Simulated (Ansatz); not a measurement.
TiC: response to strain

Consider TiC in the rock salt structure (space group Fm-3m, No. 225; a = 4.328 Å; relaxed with 0.1 eV smearing). Axes: x, y, z lie along the cube axes.

Strains are applied to the cell and any free atomic positions relax.

Computed with Kohn–Sham DFT with the r2SCAN functional, run in Ansatz (a first-principles code) with PAW and 500 eV plane waves, without spin-orbit coupling.

Notes on the quantities. energy relative to the base: free energy F.

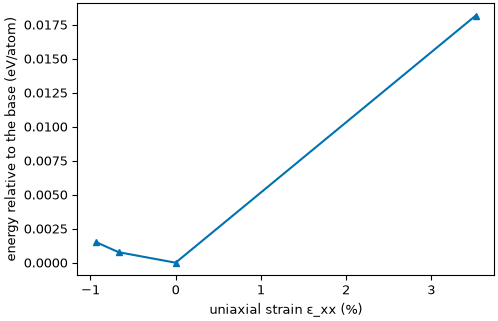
*Energy relative to the base against uniaxial strain ε_xx*

```csv
uniaxial strain ε_xx (%),energy relative to the base
-0.93,+1.5 meV/atom
-0.67,+0.8 meV/atom
3.52,+18 meV/atom
```

Whether these cells are dynamically stable was not tested. All final runs are without spin polarisation.
